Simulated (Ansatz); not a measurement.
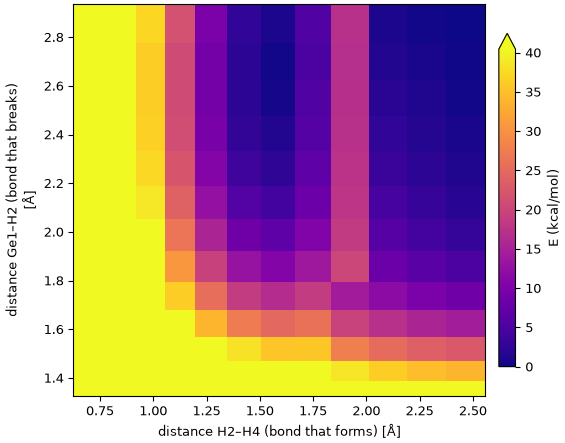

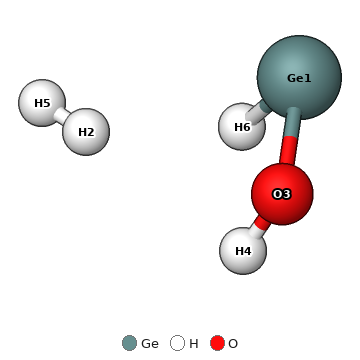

Energy landscape of the reacting system GeH4O (fragments GeH₄O where the first distance is long, GeH₂ + H₂O where the second is long). The first coordinate is: distance H2–H4 (bond that forms); the second: distance Ge1–H2 (bond that breaks). Relaxed at each point: all other coordinates. Grid: 13 × 13 points. Points are written as (first, second). Energies are in kcal/mol, from the lowest grid point. Energies and slopes of some neighbouring points disagree (a jump in structure or state, or too coarse a mesh). The reference is spin-restricted, so regions where a bond is pulled apart into radicals lie too high. Method: Ansatz, RKS PBE0-D4/def2-TZVP.

The picture shows one coloured cell a grid point, one colour for all values above the top of the scale. The second picture is the structure at the lowest point.

**What does the map say about the system?**

The lowest grid point is at (2.466 Å, 2.859 Å). It lies in a valley that leaves the map towards separated partners. Other grid points that lie below all their neighbours: (1.584 Å, 2.704 Å) (0.42 kcal/mol higher). The highest grid point, (0.666 Å, 1.359 Å), lies 152 kcal/mol above the lowest.

Grid values (kcal/mol):

```csv
"second ↓, first →",0.666,0.747,0.858,0.984,1.122,1.269,1.423,1.584,1.750,1.922,2.099,2.280,2.466
2.859,99,78,56,37,21,10,3,1,6,17,1,0,0
2.704,99,77,55,36,21,9,2,0,5,17,1,1,0
2.553,98,77,55,36,21,9,2,1,5,17,2,1,0
2.406,98,77,55,36,21,10,3,1,6,17,3,2,1
2.263,98,77,56,37,22,11,4,2,7,17,3,2,1
2.124,99,78,57,39,24,13,6,4,8,18,4,3,2
1.990,101,80,59,41,27,15,9,7,10,19,6,4,3
1.861,104,83,63,45,31,20,13,11,14,20,8,6,5
1.739,109,88,68,51,36,26,19,17,19,14,12,10,9
1.624,114,93,75,58,45,34,27,25,26,20,17,15,14
1.519,124,103,83,69,55,45,38,36,36,28,25,24,23
1.426,138,116,96,80,69,59,52,49,42,39,36,35,34
1.359,152,130,108,92,79,72,65,58,53,50,47,46,45
```

Time for the 169 points that were run: 28 min on 1 thread of Intel(R) Xeon(R) Platinum 8488C (Sapphire Rapids), with other jobs on the host.
